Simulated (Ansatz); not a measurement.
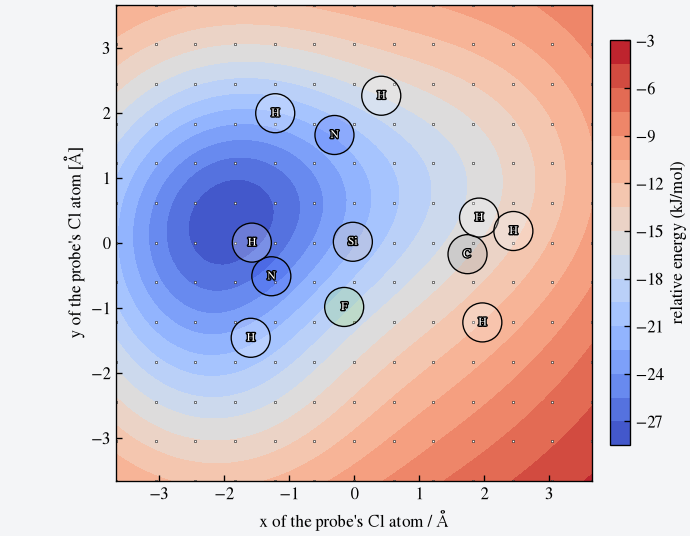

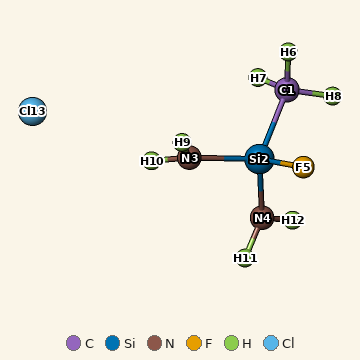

Energy landscape of CH₇FN₂Si (SMILES C[Si](N)(N)F) with the probe Cl-. The probe is moved over a plane parallel to the molecule's main plane, 4.94 Å above it. First axis: x of the probe's Cl atom. Second axis: y of the probe's Cl atom. Nothing is relaxed (molecule and probe rigid). The scan uses a 13 × 13 grid. Points are written as (first, second). Energies are in kJ/mol, from molecule and probe far apart, each relaxed in its own basis (no counterpoise correction). Level of theory: RHF/def2-SVPD (Ansatz).

Drawn: filled contours, dots at the grid points, labelled circles for the molecule's atoms, projected on the plane. Between grid points the surface is interpolated. The second picture is the structure at the lowest point.

Q: Describe this landscape.

A: The lowest grid point is at (−1.83 Å, 0.61 Å) [nearest 1 H at 3.17 Å], −28.0 kJ/mol from molecule and probe far apart, each relaxed in its own basis (no counterpoise correction). It is the only kind of minimum in the scanned range. The highest grid point, (3.66 Å, −3.66 Å), lies 23.6 kJ/mol above the lowest. Near the minimum the curvatures are about 0.049 and 0.073 eV/Å² along the soft and the stiff direction.

The values on the grid:

```
y of the probe's Cl atom ↓, x of the probe's Cl atom →  −3.66  −3.05  −2.44  −1.83  −1.22  −0.61   0.00   0.61   1.22   1.83   2.44   3.05   3.66
                                                  3.66  −10.5  −11.4  −12.0  −12.3  −12.2  −11.9  −11.4  −11.0  −10.5  −10.0   −9.4   −8.7   −7.8
                                                  3.05  −12.4  −13.7  −14.6  −15.1  −14.9  −14.4  −13.7  −13.0  −12.4  −11.7  −10.8   −9.8   −8.7
                                                  2.44  −14.5  −16.4  −17.9  −18.6  −18.4  −17.6  −16.5  −15.4  −14.5  −13.5  −12.4  −11.0   −9.5
                                                  1.83  −16.8  −19.5  −21.6  −22.5  −22.2  −20.9  −19.3  −17.7  −16.4  −15.1  −13.7  −12.1  −10.3
                                                  1.22  −19.0  −22.3  −24.9  −26.0  −25.4  −23.5  −21.4  −19.4  −17.7  −16.1  −14.5  −12.6  −10.7
                                                  0.61  −20.4  −24.2  −27.0  −28.0  −26.9  −24.6  −22.1  −19.8  −17.9  −16.2  −14.5  −12.6  −10.6
                                                  0.00  −20.9  −24.6  −27.2  −27.8  −26.4  −23.8  −21.2  −18.9  −17.0  −15.3  −13.6  −11.8  −10.0
                                                 −0.61  −20.2  −23.6  −25.7  −25.9  −24.2  −21.7  −19.3  −17.2  −15.5  −13.9  −12.4  −10.7   −9.1
                                                 −1.22  −18.8  −21.6  −23.2  −23.1  −21.5  −19.3  −17.1  −15.3  −13.7  −12.3  −11.0   −9.5   −8.1
                                                 −1.83  −16.8  −19.1  −20.4  −20.3  −19.0  −17.0  −15.1  −13.4  −12.1  −10.8   −9.6   −8.3   −7.1
                                                 −2.44  −14.8  −16.6  −17.6  −17.6  −16.5  −14.9  −13.3  −11.8  −10.6   −9.4   −8.3   −7.2   −6.1
                                                 −3.05  −12.7  −14.1  −14.9  −14.9  −14.1  −12.9  −11.5  −10.3   −9.1   −8.1   −7.1   −6.2   −5.2
                                                 −3.66  −10.6  −11.7  −12.3  −12.4  −11.8  −10.9   −9.8   −8.7   −7.7   −6.8   −6.0   −5.2   −4.4
```

The input of one point:

```yaml
crystal:
  periodic: [false, false, false]
  atoms:
    - { symbol: C, position_ang: [1.744425, -0.174207, 0.58651] }
    - { symbol: Si, position_ang: [-0.018748, 0.016163, 0.007036] }
    - { symbol: "N", position_ang: [-1.272083, -0.514019, 1.043295] }
    - { symbol: "N", position_ang: [-0.301402, 1.658049, -0.368968] }
    - { symbol: F, position_ang: [-0.152191, -0.985986, -1.267873] }
    - { symbol: H, position_ang: [1.972223, -1.223857, 0.782223] }
    - { symbol: H, position_ang: [1.921835, 0.387856, 1.50571] }
    - { symbol: H, position_ang: [2.449272, 0.181613, -0.169334] }
    - { symbol: H, position_ang: [-1.589077, -1.460079, 1.05533] }
    - { symbol: H, position_ang: [-1.571544, 0.003428, 1.841491] }
    - { symbol: H, position_ang: [-1.21234, 1.992678, -0.60481] }
    - { symbol: H, position_ang: [0.418057, 2.261532, -0.707368] }
    - { symbol: Cl, position_ang: [-1.83, 0.61, 4.94] }
total_charge: -1
basis:
  gaussian: { orbitals: def2-SVPD }
hamiltonian:
  xc: hf
output:
  forces: true
```

Each point was launched as `ansatz run input.yaml --threads 1 --pin off --max-ram 2560MiB --backend cpu --events-out ev --progress --plain --runs-dir out`. Time for the 169 points that were run: 55 min on 1 thread of Arm Neoverse N1 (shared host).
